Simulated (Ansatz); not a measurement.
**Ligand exchange: BH2Cl + SiH2(NH2)(SiH3) → BH2(NH2) + SiH2(SiH3)Cl**

Species: BH2Cl `BCl`, singlet; SiH2(NH2)(SiH3), singlet; BH2(NH2), singlet; SiH2(SiH3)Cl, singlet. The partners trade Cl for NH2: B–Cl and Si–NH2 bonds give way to B–NH2 and Si–Cl.

Shapes, held fixed at every level: PBE0-D4/def2-TZVP. Flexible molecules stand in one conformer, not always the lowest. Programs: Ansatz 0.2.0. Electronic energies: no zero-point or thermal term.

```
                level                    kind  ΔE (kJ/mol)  less CCSD(T)/CBS estimate
  B3LYP-D4/def2-TZVPP           global hybrid       -106.6                       -3.6
   PBE0-D4/def2-TZVPP           global hybrid       -107.1                       -4.1
r2SCAN0-D4/def2-TZVPP           global hybrid       -105.8                       -2.8
   wB97M-V/def2-TZVPP  range-separated hybrid       -106.0                       -3.0
         MP2/def2-SVP     perturbation theory       -105.8                       -2.8
     CCSD(T)/def2-SVP   coupled cluster or CI       -105.9                       -2.9
        CCSD/def2-SVP   coupled cluster or CI       -105.7                       -2.7
 CCSD(T)/CBS estimate   coupled cluster or CI       -103.0                        0.0
```

The highest level, CCSD(T)/CBS estimate, gives ΔE = -103.0 kJ/mol; the levels span -107.1 to -103.0. The column of differences is taken from that level and isn't an error. No measured value is set beside it here. The CBS estimate extrapolates MP2 from def2-TZVPP and def2-QZVPP and adds CCSD(T) − MP2 in the triple-zeta set, cores frozen.

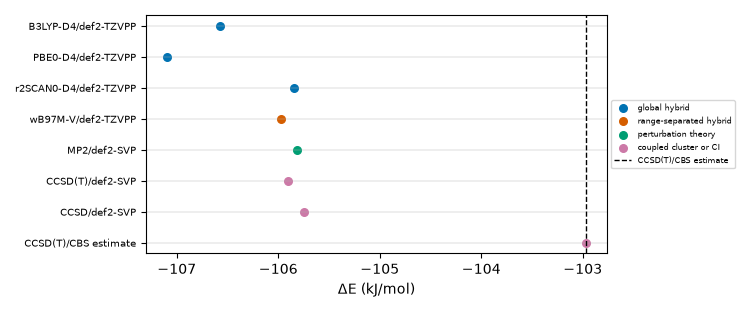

The values of the table, level by level.
